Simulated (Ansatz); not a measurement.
```yaml
atoms:
  - { symbol: Sn, position_ang: [0.6360, -0.2042, 1.2946] }
  - { symbol: Sn, position_ang: [0.0201, 2.5160, 0.3874] }
  - { symbol: Sn, position_ang: [-0.0198, -2.5160, -0.3875] }
  - { symbol: Sn, position_ang: [-0.6364, 0.2042, -1.2946] }
```

Geometry: B3LYP-D4/def2-SVP; core potentials replace the inner electrons of Sn.

Theory: Ansatz 0.2.0, UKS PBE0-D4/def2-TZVP.

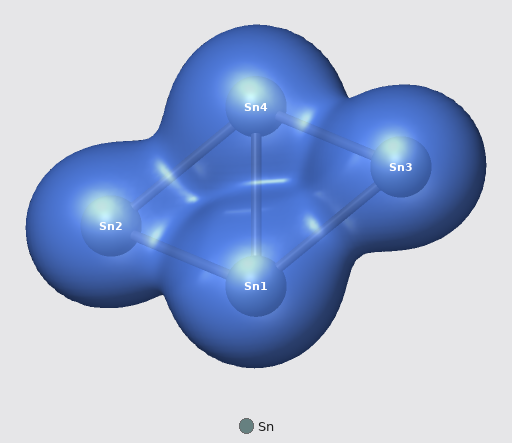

Sn4 (charge +1, doublet). Isosurface of the electron density at 0.2 e/Å³ (blue), seen at a tilt.

### How is the density connected at this value?

At this value the surface is in one piece. It bridges the sampled Sn–Sn (2.91 Å) contacts, where the density stays above the isovalue. On the grid the lowest density along these lines, outside the cores, is 0.24 e/Å³ (Sn–Sn, 2.91 Å).
